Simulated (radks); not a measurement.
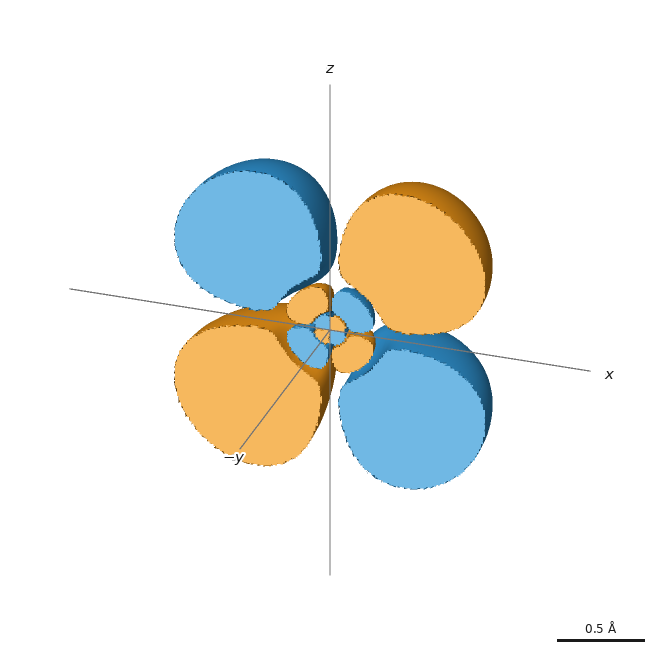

*One occupied orbital of up spin is shown. The surface of constant |ψ| that holds about 85 % of the electron is drawn, orange where ψ is positive and blue where it is negative, with the half in front of the xz plane cut away and the cut face painted. The radial function comes from the spherical calculation and is multiplied by a real spherical harmonic; the overall sign is chosen so that the largest lobe of P(r) is positive; at the scalar-relativistic level it is the large component.*

It is 5d(xz) of up spin. It has the nodal planes xy and yz and 2 radial nodes, at r = 0.200 and 0.583 bohr. The outermost maximum of P² lies at 1.20 bohr, ⟨r⟩ = 1.36 bohr, 90 % of the charge lies within 1.99 bohr, and the eigenvalue is −85.5 eV, with 2 electrons in the shell for this spin.

**Atomic calculation for Ir⁶⁺**

System: Ir⁶⁺ (Z = 77, 71 electrons) in the configuration [Xe] 4f14 5d2 6p1 (high spin).
Method: scalar-relativistic Kohn-Sham, BLYP, spin-polarised, spherical densities, finite nucleus (the in-house radial solver radks).

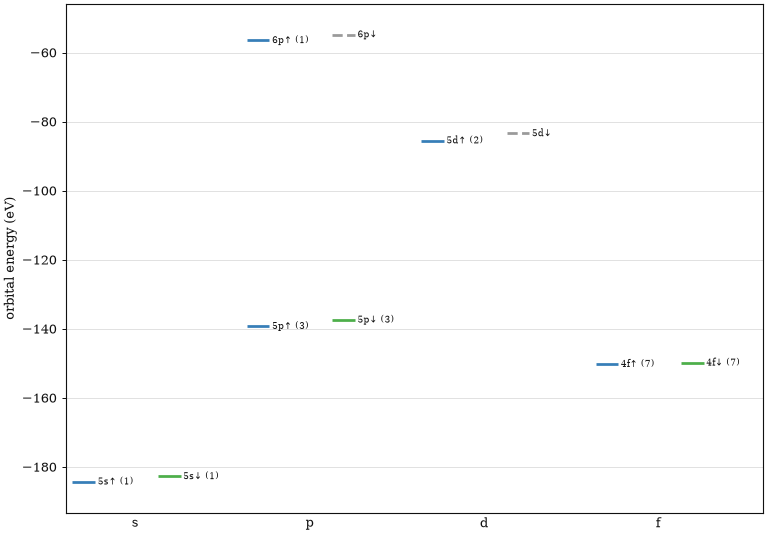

*The outer levels are drawn by angular momentum (occupations in brackets, up spins at the left of each column and down spins at the right, empty levels dashed).*

The highest occupied level is 6p up at −56.4 eV. The highest 4 occupied levels, from the top down, are 6p up (−56.4 eV), 5d up (−85.5 eV), 5p down (−137.4 eV), 5p up (−139.2 eV). The lowest empty level drawn is 5d down at −83.4 eV. The largest exchange splitting (down less up) among the shells drawn in both spins is that of 5d, 2.08 eV. The order isn't aufbau: the empty 5d down level lies under the highest occupied one.

These pictures come from the run below.

## Input file
```
Z 77
configuration [Xe] 4f14 5d2 6p1
relativity scalar-relativistic
functional b88,lyp
spin polarised
nucleus finite rms 5.4032 fm
c 137.035999084
```

Energies in input and log are in hartree, lengths in bohr (the nuclear radius in fm).

## Log
```
1s      1   1.0000       -2800.19058929
2s      1   1.0000        -492.60548581
2p      1   3.0000        -428.52656631
3s      1   1.0000        -117.70131482
3p      1   3.0000         -98.95581058
3d      1   5.0000         -78.28806709
4s      1   1.0000         -27.64954844
4p      1   3.0000         -21.49773096
4d      1   5.0000         -13.93413970
4f      1   7.0000          -5.52037746
5s      1   1.0000          -6.77132894
5p      1   3.0000          -5.11661702
5d      1   2.0000          -3.14117383
6p      1   1.0000          -2.07375168
1s      2   1.0000       -2800.18952899
2s      2   1.0000        -492.59804361
2p      2   3.0000        -428.52007437
3s      2   1.0000        -117.69812842
3p      2   3.0000         -98.95220973
3d      2   5.0000         -78.28238542
4s      2   1.0000         -27.64140429
4p      2   3.0000         -21.48986243
4d      2   5.0000         -13.92485961
4f      2   7.0000          -5.50629546
5s      2   1.0000          -6.71470913
5p      2   3.0000          -5.04908866
5d      2   0.0000          -3.06488669
6p      2   0.0000          -2.01723115
Etot -17815.633356594957
Ekin 19799.903537752507
Encl -43970.52986161786
Eh 6698.971269123473
Exc -343.97830185307646
err 7.838802357610034e-09
it 15
```

## Orbitals

```tsv
orbital	occupation	energy (eV)	⟨r⟩ (bohr)	outer maximum (bohr)
1s up	1	−76197.1	0.01744	0.0108
1s down	1	−76197.0	0.01744	0.0108
2s up	1	−13404.5	0.07362	0.0623
2s down	1	−13404.3	0.07362	0.0623
2p up	3	−11660.8	0.06623	0.0514
2p down	3	−11660.6	0.06623	0.0514
3s up	1	−3202.8	0.1905	0.176
3s down	1	−3202.7	0.1905	0.176
3p up	3	−2692.7	0.1913	0.174
3p down	3	−2692.6	0.1913	0.174
3d up	5	−2130.3	0.1733	0.142
3d down	5	−2130.2	0.1733	0.142
4s up	1	−752.383	0.4233	0.397
4s down	1	−752.161	0.4233	0.397
4p up	3	−584.983	0.4504	0.417
4p down	3	−584.769	0.4504	0.417
4d up	5	−379.167	0.4782	0.426
4d down	5	−378.915	0.4780	0.426
5s up	1	−184.257	0.9601	0.886
5s down	1	−182.717	0.9571	0.883
4f up	7	−150.217	0.5317	0.394
4f down	7	−149.834	0.5300	0.394
5p up	3	−139.230	1.087	0.989
5p down	3	−137.393	1.084	0.985
5d up	2	−85.476	1.362	1.20
5d down	0	−83.400	1.362	1.19
6p up	1	−56.430	2.323	2.22
6p down	0	−54.892	2.337	2.23
```

## Key numbers

- outcome: converged
- total energy: −17815.6334 hartree
- kinetic energy: 19799.9035 hartree
- electron–nucleus energy: −43970.5299 hartree
- Hartree energy: 6698.9713 hartree
- exchange–correlation energy: −343.978302 hartree
- radius at density 0.001 e/bohr³: 3.46 bohr
- SCF iterations: 15
- hardware: 1 CPU thread, shared host
